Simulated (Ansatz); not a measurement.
Ligand exchange: GaH2(SH) + B(CH3)(SH)2 → GaH(SH)2 + BH(CH3)(SH)

Species: GaH2(SH), singlet; B(CH3)(SH)2, singlet; GaH(SH)2, singlet; BH(CH3)(SH), singlet. The partners trade H for SH: Ga–H and B–SH bonds give way to Ga–SH and B–H.

Shapes, held fixed at every level: PBE0-D4/def2-TZVP. Flexible molecules stand in one conformer, not always the lowest. Programs: Ansatz 0.2.0. Electronic energies: no zero-point or thermal term.

```csv
level,kind,ΔE (kJ/mol),less CCSD(T)/def2-TZVPP
PBE-D4/def2-TZVPP,GGA,-18.1,+6.2
r2SCAN-D4/def2-TZVPP,meta-GGA,-21.1,+3.2
B3LYP-D4/def2-TZVPP,global hybrid,-23.5,+0.8
PBE0-D4/def2-TZVPP,global hybrid,-20.5,+3.8
wB97M-V/def2-TZVPP,range-separated hybrid,-21.7,+2.6
CCSD/def2-TZVPP,coupled cluster or CI,-26.0,-1.7
CCSD(T)/def2-TZVPP,coupled cluster or CI,-24.3,0.0
```

The highest level, CCSD(T)/def2-TZVPP, gives ΔE = -24.3 kJ/mol; the levels span -26.0 to -18.1. The column of differences is taken from that level and isn't an error. No measured value is set beside it here. Relativity is left out for Ga unless named. Correlated rows may include outer-core shells of Ga, which these sets cover unevenly.

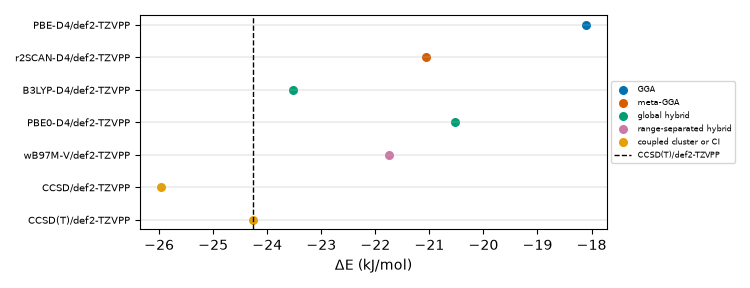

The values of the table, level by level.
